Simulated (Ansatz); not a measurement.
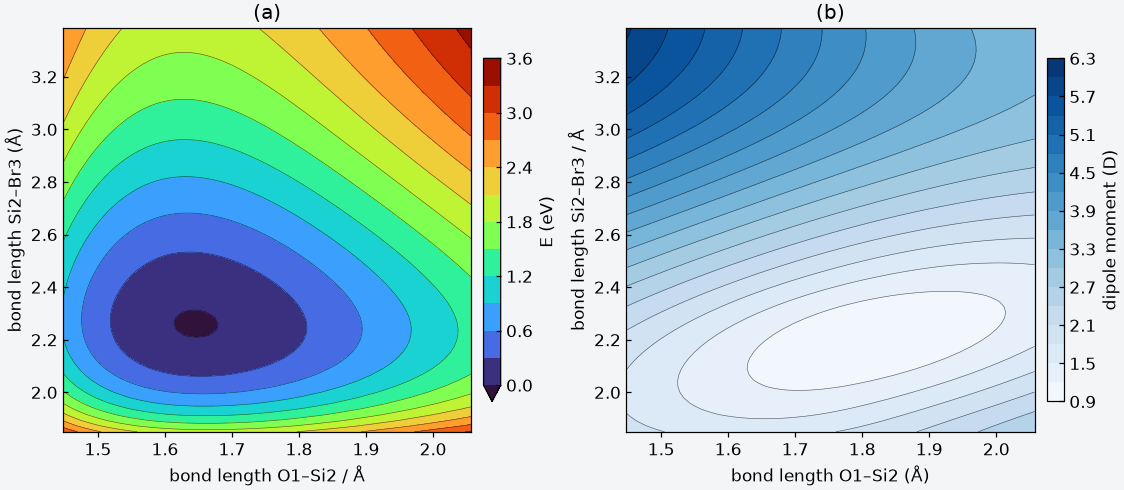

BrH2OSi, SMILES O[SiH]Br, spin multiplicity 2. The first coordinate is: bond length O1–Si2; the second: bond length Si2–Br3. Nothing is relaxed (all other coordinates rigid). Grid: 9 × 9 points. Points are written as (first, second). All energies are given in eV relative to the lowest grid point. Method: Ansatz, UKS B3LYP-D4/def2-TZVP.

Panel (a) is the energy and panel (b) the computed dipole moment on the same grid.

Drawn: filled contours. Between grid points the surface is interpolated.

How does the dipole moment vary over the map, and what is it at the lowest grid point?

Answer. Leaving out the highest fifth of the energies, it runs from 0.93 D at (1.829 Å, 2.234 Å) to 5.63 D at (1.524 Å, 3.385 Å). At the lowest grid point, (1.676 Å, 2.234 Å), it is 1.20 D.

```tsv
bond length Si2–Br3 ↓, bond length O1–Si2 →	1.448	1.524	1.600	1.676	1.753	1.829	1.905	1.981	2.057
3.385	6.04	5.63	5.21	4.82	4.44	4.10	3.79	3.54	3.35
3.193	5.76	5.38	5.01	4.66	4.32	4.01	3.75	3.53	3.36
3.001	5.23	4.88	4.54	4.22	3.92	3.65	3.41	3.23	3.09
2.809	4.49	4.16	3.84	3.54	3.26	3.02	2.82	2.66	2.56
2.617	3.64	3.32	3.01	2.72	2.45	2.23	2.06	1.95	1.90
2.426	2.79	2.47	2.16	1.87	1.62	1.43	1.33	1.31	1.38
2.234	2.10	1.78	1.47	1.20	1.00	0.93	0.99	1.15	1.37
2.042	1.77	1.50	1.28	1.15	1.13	1.24	1.43	1.67	1.94
1.850	1.92	1.77	1.69	1.69	1.79	1.95	2.17	2.43	2.70
```
